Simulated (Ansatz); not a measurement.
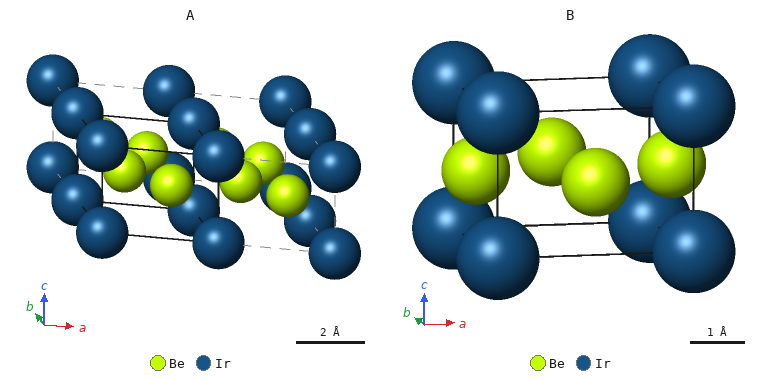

Two structures of Be2Ir, each relaxed to rest (conventional cells in solid outline, small ones repeated, not to one scale). Method: DFT PBE, scalar-relativistic, plane waves, PAW in Ansatz, without spin polarisation.

### Name structures A and B.

A: AlB₂ type, P6/mmm. B: 3 atoms a cell on a primitive tetragonal lattice, P4/mmm.

### Which of the two does the method prefer?

A is lower, by 223 meV/atom at this level of theory (energies at zero smearing). Volumes: A 10.1, B 12.6 Å³/atom.

One or both may be structure types tried for this composition rather than known phases.
